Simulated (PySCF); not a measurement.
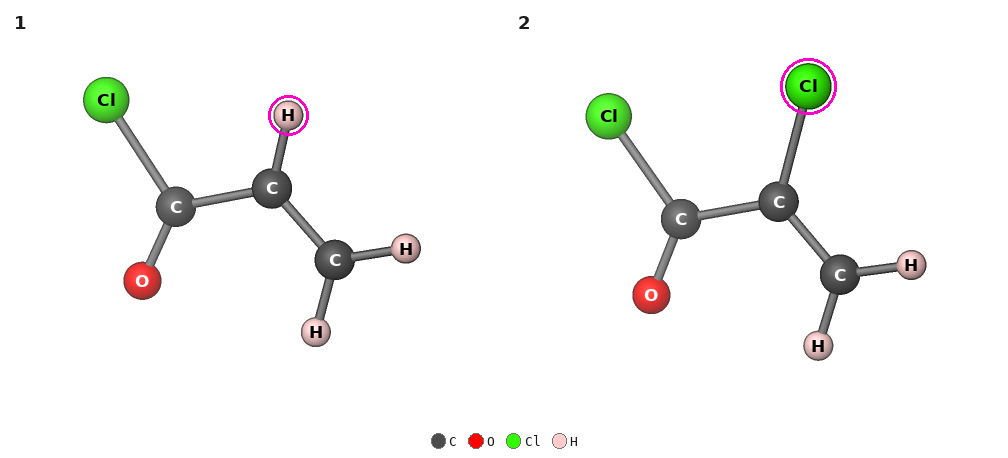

2 molecules with one skeleton, seen from the same side and at one scale; the atom that differs is circled. Charge 0, singlet. Computed geometries: GFN2-xTB optimisations, one conformation each. Properties computed with PySCF 2.14.0.

One atom differs, called X below: H in panel 1, Cl in panel 2. Their formulas are C3H3ClO (`C=CC(=O)Cl`), C3H2Cl2O (`C=C(Cl)C(=O)Cl`).

Question: In which is the dipole moment larger (PBE0/pcSseg-1)?

Answer: In panel 1 (X = H).

Question: In which is the HOMO–LUMO gap larger (PBE0/pcSseg-1)?

Answer: In panel 1 (X = H).

Give the values. With GFN2-xTB: length of X–C (Å), smallest angle C–C–X (°), largest angle C–C–X (°). With PBE0/pcSseg-1: dipole moment (D), HOMO energy (Kohn–Sham orbital) (eV), HOMO–LUMO gap (eV), Hirshfeld charge of X (e), GIAO shielding of the C bonded to X (ppm).

| quantity | 1 (H) | 2 (Cl) | 2 − 1 |
| --- | --- | --- | --- |
| length of X–C (Å) | 1.079 | 1.718 | +0.639 |
| smallest angle C–C–X (°) | 116.9 | 118.1 | +1.2 |
| largest angle C–C–X (°) | 122.7 | 122.1 | −0.6 |
| dipole moment (D) | 3.31 | 2.51 | −0.80 |
| HOMO energy (Kohn–Sham orbital) (eV) | −8.64 | −8.35 | +0.29 |
| HOMO–LUMO gap (eV) | 6.25 | 5.72 | −0.53 |
| Hirshfeld charge of X (e) | 0.05 | −0.01 | −0.06 |
| GIAO shielding of the C bonded to X (ppm) | 45.3 | 40.6 | −4.7 |
